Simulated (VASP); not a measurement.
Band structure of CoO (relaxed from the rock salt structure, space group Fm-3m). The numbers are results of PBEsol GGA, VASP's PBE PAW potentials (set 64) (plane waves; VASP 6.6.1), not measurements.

The moments were started parallel, and other spin orders were not tried in this run.

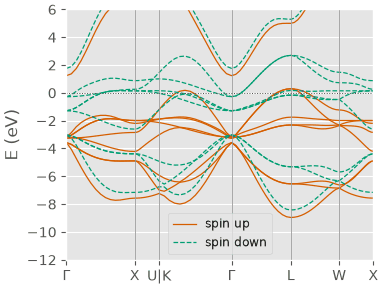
Bands along high-symmetry lines, zero at the valence-band maximum or, without a gap, the Fermi level

Problem. Read the plot: is there a gap, and where are the band edges?

Solution. It has no gap at this level: it comes out as a metal or semimetal. (Edges off the drawn lines would not show.)

The structure was generated: CoO was put into the rock salt type (Fm-3m), which need not be its known phase. It was relaxed first.
